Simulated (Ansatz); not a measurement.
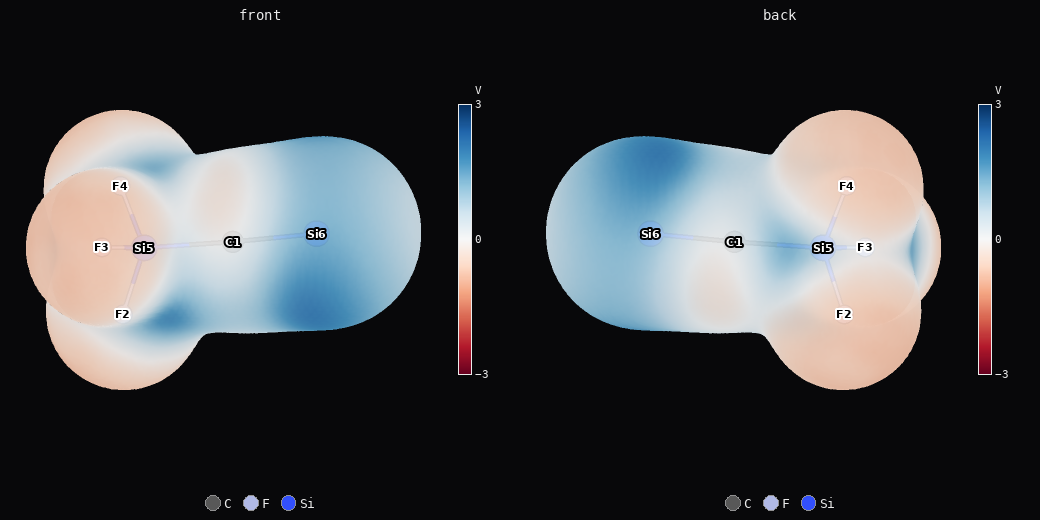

Figure 1: CF3Si2 (doublet). The molecular electrostatic potential painted on the density surface at 0.002 e/bohr³, seen from the front and from behind; the colour scale runs from red (negative) to blue (positive).

Geometry: r2SCAN-D4/def2-SVP.

Method: Ansatz 0.2.0, isolated molecule in a Gaussian basis; Kohn-Sham density functional theory, functional PBE0.

Input file:

```
crystal:
  periodic: [false, false, false]
  atoms:
    - {symbol: C, position_ang: [-0.610261, -3.158432, 1.093271]}
    - {symbol: F, position_ang: [-2.144249, -1.612179, -0.744087]}
    - {symbol: F, position_ang: [-3.217365, -2.092091, 1.526702]}
    - {symbol: F, position_ang: [-1.210539, -0.458158, 1.380979]}
    - {symbol: Si, position_ang: [-1.806059, -1.833712, 0.808588]}
    - {symbol: Si, position_ang: [0.557787, -4.374989, 1.387422]}
basis:
  gaussian:
    orbitals: def2-TZVPD
output:
  forces: true
  orbitals: {seedname: orbitals}
hamiltonian:
  xc: {name: PBE0}
magnetization:
  spin_polarized: true
  initial_magnetization: 1
```

Command:

```sh
ansatz run input.yaml --threads 2 --pin off --max-ram 4350MiB --events-out events.jsonl --progress --plain --runs-dir runs
```

**Where is the surface potential most negative and most positive?**

The most negative region (about −0.8 V) lies over F2, F3 and F4, the most positive (about +2.1 V) over Si6.

**How polar is the molecule by this calculation?**

Its dipole moment is 3.50 D.
